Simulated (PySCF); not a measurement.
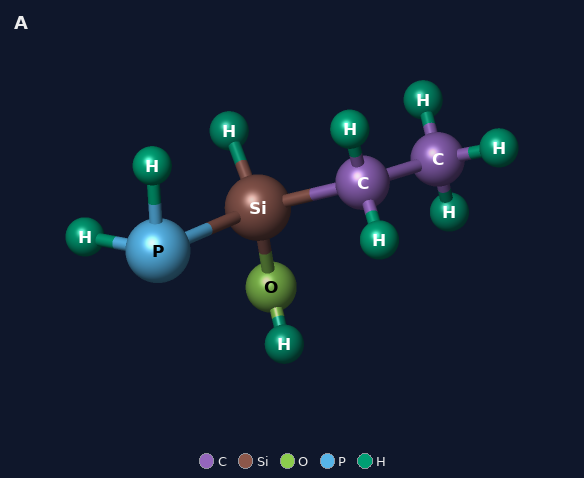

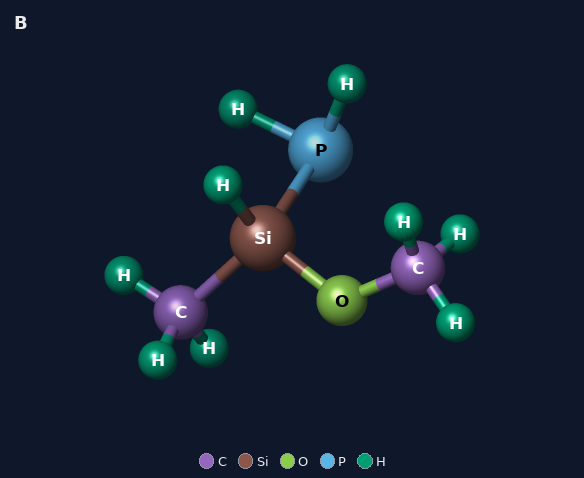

2 stationary structures of one formula. Geometries: PBE0-D3(BJ)/def2-SVP. Electronic energies: PBE0-D3(BJ)/def2-SVP (PySCF 2.14.0), without zero-point energy. No frequency run is at hand to confirm each as a minimum. Each is one conformer, not always the lowest.

Question: Are they conformers, stereoisomers or constitutional isomers?

Answer: They are constitutional isomers of C2H9OPSi: A `CC[Si@@H](O)P`, B `CO[Si@H](C)P`.

Question: Rank them by energy, lowest first.

Answer: A is lowest; B lies 34.7 kJ/mol above it.
